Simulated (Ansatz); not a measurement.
## C$_{4}$H$_{13}$NSi: geometry relaxation

The run: geometry relaxation of C$_{4}$H$_{13}$NSi. Method and program: RHF/cc-pVDZ (Ansatz 0.2.0).

It belongs to a series of runs on one base structure; here: end point A relaxed. Figures and captions count atoms from 1; the log counts them from 0 in places.

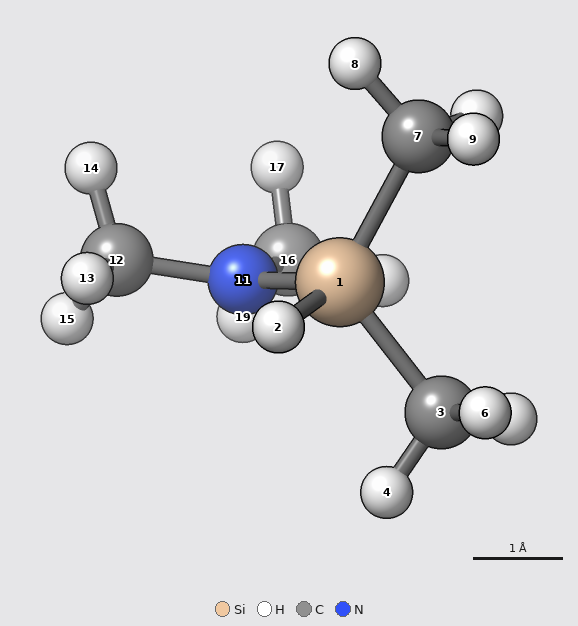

**Figure 1.** The starting structure (ball-and-stick view, seen at a tilt; atoms are numbered from 1 in the order of the input).

**Key numbers**

```json
{"quantity": "outcome", "value": "converged"}
{"quantity": "total energy", "value": "−13672.5289 eV"}
{"quantity": "mean-field energy", "value": "−13672.5289 eV"}
{"quantity": "largest force (length of the vector) at the end", "value": "0.027 eV/Å"}
{"quantity": "hardware", "value": "4 threads of Arm Neoverse V2, 24 GiB of memory available, shared host"}
{"quantity": "wall time", "value": "26 s (CPU time 96 s)"}
{"quantity": "peak memory", "value": "0.43 GiB"}
```

**Input**
```yaml
crystal:
  periodic: [false, false, false]
  atoms:
    - { symbol: Si, position_ang: [0.049746, -0.075181, 0.190547] }
    - { symbol: H, position_ang: [0.137515, -0.17569, 1.640209] }
    - { symbol: C, position_ang: [1.906141, -0.010404, 0.084075] }
    - { symbol: H, position_ang: [2.29554, -0.918587, 0.551922] }
    - { symbol: H, position_ang: [2.367505, 0.081067, -0.905237] }
    - { symbol: H, position_ang: [2.241994, 0.842947, 0.682638] }
    - { symbol: C, position_ang: [-0.786409, 1.503607, -0.41783] }
    - { symbol: H, position_ang: [-1.860582, 1.48413, -0.214455] }
    - { symbol: H, position_ang: [-0.361857, 2.388593, 0.06504] }
    - { symbol: H, position_ang: [-0.650358, 1.616525, -1.498095] }
    - { symbol: "N", position_ang: [-0.664908, -1.527587, -0.463651] }
    - { symbol: C, position_ang: [-1.647622, -2.322264, 0.239588] }
    - { symbol: H, position_ang: [-1.606971, -2.112253, 1.309023] }
    - { symbol: H, position_ang: [-2.673989, -2.127354, -0.102685] }
    - { symbol: H, position_ang: [-1.454279, -3.392305, 0.105724] }
    - { symbol: C, position_ang: [-0.63561, -1.775344, -1.887777] }
    - { symbol: H, position_ang: [-1.58052, -1.513027, -2.384645] }
    - { symbol: H, position_ang: [0.158782, -1.198382, -2.366593] }
    - { symbol: H, position_ang: [-0.435518, -2.83249, -2.096198] }
basis:
  gaussian: { orbitals: cc-pVDZ }
hamiltonian:
  xc: hf
relax:
  f_tol: 0.03
  max_steps: 50
output:
  orbitals: {}
```

Command:
```bash
ansatz run input.yaml --threads 4 --pin off --max-ram 5120MiB --backend cpu --events-out ev --progress --plain --runs-dir out
```

**The program's output**
```
The last accepted step is kept in [file] (removed where the run ends without a failure and the disk answers)
Engine: ansatz 0.2.0, aarch64-unknown-linux-gnu
Functional definition: HF
  exchange = exact_x
  correlation = 0
1650 factors; integrals over basis functions are off by at most 3.6e-4 eV
mean field evaluation 1: about -13668.0346 eV, gradient 3.7e1 eV
mean field evaluation 2: about -13668.2507 eV, gradient 3.7e1 eV
mean field evaluation 4: about -13672.1584 eV, gradient 4.4e0 eV
mean field evaluation 8: about -13672.2179 eV, gradient 1.3e-4 eV
mean field -13672.21792371 eV, -502.4447413342 hartree, gradient 2.0e-5 eV, S^2 0.000000; 0 other end points of the search recorded, 0 dependent functions left out
the calculation of the forces begins
reference -13672.21792371 eV, -502.4447413342 hartree; 29, 29 occupied and 124, 124 virtual orbitals, 1650 factors
relax step   1: F+E_penalty+E_count = -13672.21792371 eV  Δ(F+E_penalty+E_count) = +0.000e0 eV  max|allowed force component| = 1.154e0 eV/Å  Δτ_max = 0.0000 Å  (32 SCF iters, accepted)
these checks for a lower state are left out or cut short: starts, cluster_reference, orbital_swaps, neighbouring_geometries, increment
1650 factors; integrals over basis functions are off by at most 3.6e-4 eV
mean field evaluation 16: about -13672.4399 eV, gradient 3.1e-3 eV
mean field -13672.43994083 eV, -502.4529003129 hartree, gradient 2.6e-5 eV, S^2 0.000000; 0 other end points of the search recorded, 0 dependent functions left out
[... from here on the field's lines of each further geometry are left out, up to the last ...]
relax step   2: F+E_penalty+E_count = -13672.43994083 eV  Δ(F+E_penalty+E_count) = -2.220e-1 eV  max|allowed force component| = 3.952e-1 eV/Å  Δτ_max = 0.1952 Å  (30 SCF iters, accepted)
relax step   3: F+E_penalty+E_count = -13672.49872352 eV  Δ(F+E_penalty+E_count) = -5.878e-2 eV  max|allowed force component| = 2.375e-1 eV/Å  Δτ_max = 0.1199 Å  (30 SCF iters, accepted)
relax step   4: F+E_penalty+E_count = -13672.51439108 eV  Δ(F+E_penalty+E_count) = -1.567e-2 eV  max|allowed force component| = 3.510e-1 eV/Å  Δτ_max = 0.2000 Å  (29 SCF iters, accepted)
relax step   5: F+E_penalty+E_count = -13672.51736532 eV  Δ(F+E_penalty+E_count) = -2.974e-3 eV  max|allowed force component| = 4.193e-1 eV/Å  Δτ_max = 0.0661 Å  (32 SCF iters, accepted)
relax step   6: F+E_penalty+E_count = -13672.52517751 eV  Δ(F+E_penalty+E_count) = -7.812e-3 eV  max|allowed force component| = 7.745e-2 eV/Å  Δτ_max = 0.0550 Å  (31 SCF iters, accepted)
relax step   7: F+E_penalty+E_count = -13672.52617533 eV  Δ(F+E_penalty+E_count) = -9.978e-4 eV  max|allowed force component| = 3.679e-2 eV/Å  Δτ_max = 0.0419 Å  (31 SCF iters, accepted)
relax step   8: F+E_penalty+E_count = -13672.52679567 eV  Δ(F+E_penalty+E_count) = -6.203e-4 eV  max|allowed force component| = 3.445e-2 eV/Å  Δτ_max = 0.0370 Å  (31 SCF iters, accepted)
relax step   9: F+E_penalty+E_count = -13672.52746941 eV  Δ(F+E_penalty+E_count) = -6.737e-4 eV  max|allowed force component| = 4.983e-2 eV/Å  Δτ_max = 0.1073 Å  (30 SCF iters, accepted)
relax step  10: F+E_penalty+E_count = -13672.52798836 eV  Δ(F+E_penalty+E_count) = -5.189e-4 eV  max|allowed force component| = 3.048e-2 eV/Å  Δτ_max = 0.0092 Å  (24 SCF iters, accepted)
relax step  11: F+E_penalty+E_count = -13672.52859497 eV  Δ(F+E_penalty+E_count) = -6.066e-4 eV  max|allowed force component| = 1.493e-2 eV/Å  Δτ_max = 0.0489 Å  (31 SCF iters, accepted)
relax step  12: F+E_penalty+E_count = -13672.52883991 eV  Δ(F+E_penalty+E_count) = -2.449e-4 eV  max|allowed force component| = 2.528e-2 eV/Å  Δτ_max = 0.0677 Å  (31 SCF iters, accepted)
the calculation of the forces begins
reference -13672.52893762 eV, -502.4561708846 hartree; 29, 29 occupied and 124, 124 virtual orbitals, 1650 factors
relax step  13: F+E_penalty+E_count = -13672.52893762 eV  Δ(F+E_penalty+E_count) = -9.771e-5 eV  max|allowed force component| = 2.682e-2 eV/Å  Δτ_max = 0.0332 Å  (32 SCF iters, accepted)
1650 factors; integrals over basis functions are off by at most 3.9e-4 eV
mean field evaluation 96: about -13672.5289 eV, gradient 3.1e-5 eV
```

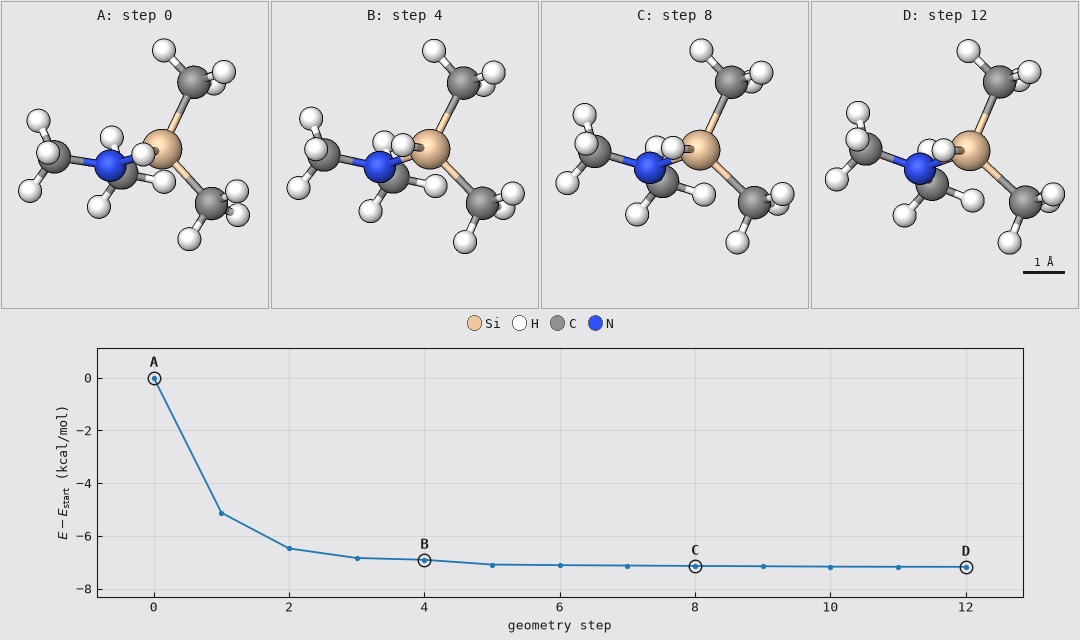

**Figure 2.** Frames of the relaxation (ball-and-stick view, seen at a tilt) above the curves, on which the letters mark them (the first geometry is step 0 here and step 1 in the log).

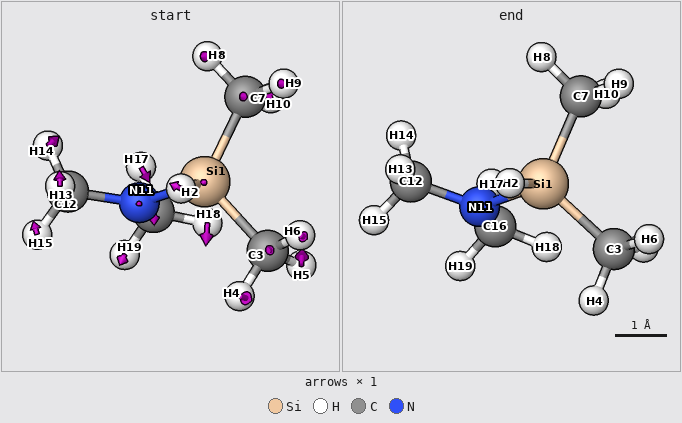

**Figure 3.** Before (left) and after (right) the relaxation, at one scale (ball-and-stick view, seen at a tilt). The pink arrows give the displacements, at true length. Over 12 geometry steps the energy falls by 7.17 kcal/mol. Largest force component: 1.2 eV/Å at the start, 0.027 eV/Å at the end. The largest move after the best rigid fit is that of H18, 0.51 Å. By element the largest moves are H 0.51 Å, C 0.30 Å, Si 0.12 Å, N 0.10 Å. Among the contacts that change: Si1–H2 1.456 → 1.491 Å, Si1–C3 1.861 → 1.889 Å, Si1–C7 1.887 → 1.895 Å, Si1–N11 1.746 → 1.752 Å. Among the angles that change: H2–Si1–C3 90.0° → 109.7°, Si1–C3–H5 118.3° → 112.2°, H2–Si1–C7 113.9° → 108.1°. (Atoms are counted from 1 in the order of the input.)

```
mean field -13672.52893762 eV, -502.4561708846 hartree, gradient 3.1e-5 eV, S^2 0.000000; 1 other end points of the search recorded, 0 dependent functions left out
the calculation of the forces begins
reference -13672.52893762 eV, -502.4561708846 hartree; 29, 29 occupied and 124, 124 virtual orbitals, 1650 factors
Total energy: -13672.52893762 eV, -502.4561708846 hartree
Atom 0 at     0.071431    -0.110813     0.301672 Å, force     0.004135     0.001691    -0.026821 eV/Å
Atom 1 at    -0.080219    -0.258638     1.777860 Å, force     0.000996     0.000058     0.002564 eV/Å
Atom 2 at     1.902615     0.041315    -0.138296 Å, force     0.001714    -0.009376    -0.006349 eV/Å
Atom 3 at     2.443049    -0.877548     0.103797 Å, force    -0.004633     0.006678    -0.000148 eV/Å
Atom 4 at     2.056670     0.260180    -1.198846 Å, force    -0.003768    -0.001244     0.012060 eV/Å
Atom 5 at     2.351129     0.859547     0.432976 Å, force     0.003351     0.003924     0.001945 eV/Å
Atom 6 at    -0.828500     1.471369    -0.226380 Å, force    -0.005079    -0.005395     0.002551 eV/Å
Atom 7 at    -1.889566     1.427207     0.036565 Å, force     0.002110     0.003365    -0.000445 eV/Å
Atom 8 at    -0.397800     2.348807     0.266113 Å, force     0.000826     0.002840     0.002686 eV/Å
Atom 9 at    -0.757308     1.626108    -1.307721 Å, force     0.001251    -0.001881     0.003189 eV/Å
Atom 10 at    -0.599675    -1.571739    -0.394691 Å, force    -0.011504    -0.005721     0.012707 eV/Å
Atom 11 at    -1.784893    -2.182899     0.168319 Å, force     0.003009    -0.000005    -0.009651 eV/Å
Atom 12 at    -1.883994    -1.930288     1.224762 Å, force     0.001245     0.000854    -0.003424 eV/Å
Atom 13 at    -2.707680    -1.869298    -0.340898 Å, force     0.008302    -0.004363     0.006627 eV/Å
Atom 14 at    -1.726674    -3.274785     0.095875 Å, force    -0.001351     0.007571    -0.000690 eV/Å
Atom 15 at    -0.389868    -1.926515    -1.781301 Å, force     0.007968     0.002631    -0.011907 eV/Å
Atom 16 at    -1.212581    -1.597902    -2.432677 Å, force     0.010547    -0.005756     0.005552 eV/Å
Atom 17 at     0.531882    -1.485022    -2.163510 Å, force    -0.017456    -0.008869     0.010029 eV/Å
Atom 18 at    -0.299417    -3.013085    -1.892019 Å, force    -0.001663     0.012998    -0.000475 eV/Å
Dipole moment:    -0.033802     0.007798    -0.140075 e Å
```

**Trajectory as extended XYZ (Å, eV, eV/Å), 5 of the 13 frames kept, from step=1 to step=13**
```
19
Properties=species:S:1:pos:R:3:forces:R:3 step=1 energy=-13672.21792
Si    0.0497   -0.0752    0.1905    0.2457  -0.0489   0.1807
H     0.1375   -0.1757    1.6402   -1.1538  -0.0881   0.9280
C     1.9061   -0.0104    0.0841    0.8658   0.0857  -1.0377
H     2.2955   -0.9186    0.5519    0.0038   0.0054   0.0060
H     2.3675    0.0811   -0.9052    0.0163   0.0000   0.0119
H     2.2420    0.8429    0.6826   -0.0203  -0.0093  -0.0050
C    -0.7864    1.5036   -0.4178    0.0194   0.0256  -0.0173
H    -1.8606    1.4841   -0.2145   -0.0005   0.0049  -0.0058
H    -0.3619    2.3886    0.0650    0.0037  -0.0203   0.0030
H    -0.6504    1.6165   -1.4981   -0.0305   0.0125  -0.0021
N    -0.6649   -1.5276   -0.4637    0.0108  -0.0119  -0.0910
C    -1.6476   -2.3223    0.2396    0.0188   0.0985   0.1014
H    -1.6070   -2.1123    1.3090   -0.0240  -0.0266  -0.0049
H    -2.6740   -2.1274   -0.1027    0.0227  -0.0002  -0.0127
H    -1.4543   -3.3923    0.1057    0.0117  -0.0023  -0.0184
C    -0.6356   -1.7753   -1.8878    0.0025  -0.0217  -0.0397
H    -1.5805   -1.5130   -2.3846    0.0082  -0.0144   0.0127
H     0.1588   -1.1984   -2.3666    0.0028   0.0013  -0.0063
H    -0.4355   -2.8325   -2.0962   -0.0031   0.0099  -0.0027
19
Properties=species:S:1:pos:R:3:forces:R:3 step=4 energy=-13672.51439
Si    0.0273   -0.0833    0.3045    0.3110   0.0068  -0.0500
H    -0.2083   -0.1738    1.7646   -0.1547  -0.0078   0.1537
C     1.8944   -0.0229    0.0121    0.0877   0.0021  -0.3510
H     2.3999   -0.9304    0.3574   -0.1171   0.0331   0.0305
H     2.1100    0.0863   -1.0604    0.0301   0.0033   0.1643
H     2.3450    0.8326    0.5210   -0.0072   0.0522   0.0356
C    -0.7558    1.5012   -0.3787    0.0061  -0.0682   0.0137
H    -1.8352    1.4928   -0.2078   -0.0410   0.0564  -0.0059
H    -0.3395    2.3925    0.1001   -0.0034  -0.0073   0.0194
H    -0.5862    1.5927   -1.4566   -0.0076  -0.0090   0.0224
N    -0.6337   -1.5392   -0.4003   -0.0340  -0.0135  -0.0706
C    -1.6709   -2.3185    0.2344   -0.0279  -0.0220  -0.0044
H    -1.6880   -2.1352    1.3076   -0.0102   0.0086   0.0411
H    -2.6692   -2.0915   -0.1641   -0.0342  -0.0084   0.0112
H    -1.4967   -3.3904    0.0863    0.0011   0.0010  -0.0051
C    -0.5462   -1.7696   -1.8257    0.0273   0.0590  -0.0400
H    -1.4752   -1.5060   -2.3515    0.0139  -0.0203   0.0046
H     0.2594   -1.1794   -2.2705   -0.0397  -0.0425   0.0304
H    -0.3325   -2.8218   -2.0409   -0.0001  -0.0235   0.0002
19
Properties=species:S:1:pos:R:3:forces:R:3 step=7 energy=-13672.52618
Si    0.0467   -0.0935    0.2937    0.0002  -0.0035   0.0194
H    -0.1840   -0.2058    1.7629   -0.0075  -0.0077  -0.0095
C     1.9038    0.0046   -0.0417    0.0055  -0.0230  -0.0272
H     2.4102   -0.9020    0.2996   -0.0065   0.0006   0.0041
H     2.1245    0.1353   -1.1051   -0.0022   0.0070   0.0062
H     2.3363    0.8569    0.4904    0.0028   0.0142   0.0042
C    -0.7742    1.4982   -0.3255   -0.0070  -0.0081  -0.0073
H    -1.8495    1.4909   -0.1255    0.0006   0.0020   0.0043
H    -0.3454    2.3759    0.1682    0.0007   0.0001   0.0029
H    -0.6352    1.6225   -1.4042    0.0000  -0.0010   0.0031
N    -0.6288   -1.5492   -0.4076    0.0368   0.0254   0.0105
C    -1.7094   -2.2796    0.2164   -0.0247  -0.0059  -0.0078
H    -1.7496   -2.0736    1.2861    0.0051   0.0034  -0.0050
H    -2.6904   -2.0305   -0.2123   -0.0074   0.0090   0.0072
H    -1.5674   -3.3591    0.0928    0.0076  -0.0051   0.0084
C    -0.5019   -1.8276   -1.8209   -0.0139  -0.0027  -0.0163
H    -1.4055   -1.5561   -2.3845    0.0036  -0.0023  -0.0094
H     0.3343   -1.2775   -2.2561   -0.0003  -0.0104   0.0067
H    -0.3159   -2.8936   -1.9950    0.0067   0.0081   0.0054
19
Properties=species:S:1:pos:R:3:forces:R:3 step=10 energy=-13672.52799
Si    0.0576   -0.1014    0.2948   -0.0233   0.0017   0.0200
H    -0.1349   -0.2347    1.7689    0.0100   0.0026  -0.0217
C     1.9028    0.0218   -0.0941    0.0198   0.0065   0.0100
H     2.4246   -0.8939    0.1977   -0.0088   0.0209  -0.0081
H     2.0942    0.2009   -1.1562   -0.0108  -0.0040   0.0184
H     2.3422    0.8562    0.4625   -0.0059  -0.0202  -0.0131
C    -0.8032    1.4888   -0.2736    0.0032   0.0041  -0.0070
H    -1.8711    1.4694   -0.0355    0.0157  -0.0074  -0.0016
H    -0.3659    2.3634    0.2186   -0.0042  -0.0003  -0.0040
H    -0.7028    1.6298   -1.3549   -0.0025  -0.0023   0.0159
N    -0.6166   -1.5593   -0.4027   -0.0172  -0.0242  -0.0163
C    -1.7520   -2.2314    0.1940    0.0147   0.0153  -0.0222
H    -1.8179   -2.0040    1.2586    0.0022  -0.0014  -0.0143
H    -2.7073   -1.9464   -0.2710    0.0279  -0.0100   0.0078
H    -1.6512   -3.3186    0.0950   -0.0063   0.0218   0.0004
C    -0.4409   -1.8803   -1.8030   -0.0042   0.0021  -0.0044
H    -1.3060   -1.5875   -2.4163    0.0305  -0.0142   0.0223
H     0.4384   -1.3787   -2.2123   -0.0298  -0.0169   0.0161
H    -0.2914   -2.9580   -1.9390   -0.0109   0.0260   0.0018
19
Properties=species:S:1:pos:R:3:forces:R:3 step=13 energy=-13672.52894
Si    0.0714   -0.1108    0.3017    0.0041   0.0017  -0.0268
H    -0.0802   -0.2586    1.7779    0.0010   0.0001   0.0026
C     1.9026    0.0413   -0.1383    0.0017  -0.0094  -0.0063
H     2.4430   -0.8775    0.1038   -0.0046   0.0067  -0.0001
H     2.0567    0.2602   -1.1988   -0.0038  -0.0012   0.0121
H     2.3511    0.8595    0.4330    0.0034   0.0039   0.0019
C    -0.8285    1.4714   -0.2264   -0.0051  -0.0054   0.0026
H    -1.8896    1.4272    0.0366    0.0021   0.0034  -0.0004
H    -0.3978    2.3488    0.2661    0.0008   0.0028   0.0027
H    -0.7573    1.6261   -1.3077    0.0013  -0.0019   0.0032
N    -0.5997   -1.5717   -0.3947   -0.0115  -0.0057   0.0127
C    -1.7849   -2.1829    0.1683    0.0030   0.0000  -0.0097
H    -1.8840   -1.9303    1.2248    0.0012   0.0009  -0.0034
H    -2.7077   -1.8693   -0.3409    0.0083  -0.0044   0.0066
H    -1.7267   -3.2748    0.0959   -0.0014   0.0076  -0.0007
C    -0.3899   -1.9265   -1.7813    0.0080   0.0026  -0.0119
H    -1.2126   -1.5979   -2.4327    0.0105  -0.0058   0.0056
H     0.5319   -1.4850   -2.1635   -0.0175  -0.0089   0.0100
H    -0.2994   -3.0131   -1.8920   -0.0017   0.0130  -0.0005
```

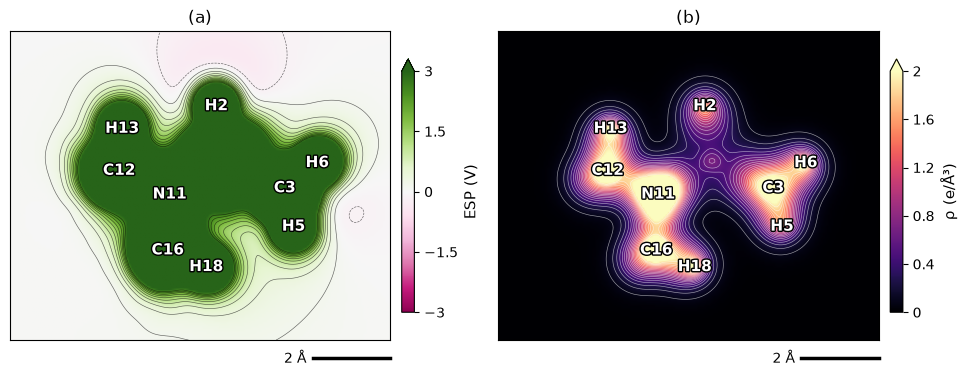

**Figure 4.** (a) molecular electrostatic potential; (b) total electron density on the plane of atoms C12, N11 and C16. C–N (1.45 Å): ρ at the midpoint is about 2 e/Å³. C–H (1.09 Å): ρ at the midpoint is about 2 e/Å³.

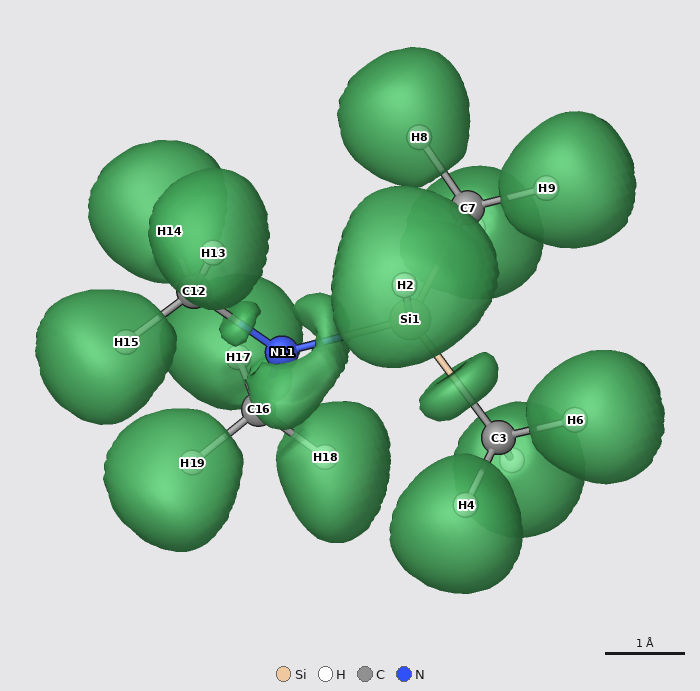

**Figure 5.** Isosurface of the ELF at 0.85 (green), seen face on. Only the valence region is drawn (cores and ρ < 0.01 e/Å³ removed). Along the contacts the grid gives the following. C–N (1.45 Å): the ELF peaks at about 0.95 between the atoms (a covalent bond).
